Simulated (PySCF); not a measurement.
```yaml
atoms:
  - { symbol: O, position_ang: [-0.8561, 1.0034, -2.1681] }
  - { symbol: C, position_ang: [-1.2558, 0.5599, -1.1261] }
  - { symbol: O, position_ang: [-2.5685, 0.4273, -0.6794] }
  - { symbol: C, position_ang: [-2.1175, -0.1409, 0.5624] }
  - { symbol: C, position_ang: [-0.7086, -0.0027, 0.0840] }
  - { symbol: C, position_ang: [0.5905, -0.2963, 0.5976] }
  - { symbol: C, position_ang: [1.7544, 0.6216, 0.2228] }
  - { symbol: C, position_ang: [1.6882, -0.7285, -0.3745] }
  - { symbol: H, position_ang: [-2.4058, 0.4779, 1.4167] }
  - { symbol: H, position_ang: [-2.4910, -1.1593, 0.7001] }
  - { symbol: H, position_ang: [0.6066, -0.7379, 1.5871] }
  - { symbol: H, position_ang: [1.5142, 1.4641, -0.4062] }
  - { symbol: H, position_ang: [2.4766, 0.8238, 0.9987] }
  - { symbol: H, position_ang: [2.3622, -1.4950, -0.0246] }
  - { symbol: H, position_ang: [1.4062, -0.8095, -1.4124] }
```

Geometry: GFN2-xTB.

The calculation used PySCF 2.14.0, density-fitted response routines, UKS B3LYP, pcH-1 on C H O, non-relativistic, mean-field spin-orbit, GIAO.

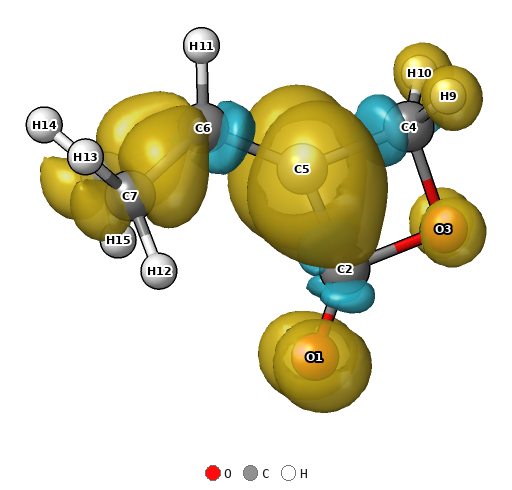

C₆H₇O₂ (SMILES O=C1OC[C]1C1CC1) (doublet). Isosurfaces of the spin density (α minus β) at +0.015 (yellow) and −0.015 e/Å³ (cyan), seen at a tilt.

Q: Which atoms carry the spin?

A: The unpaired spin (1 electron) lies mostly on C5 (about 0.5) and O1 (about 0.1), in electrons by Hirshfeld's partition.
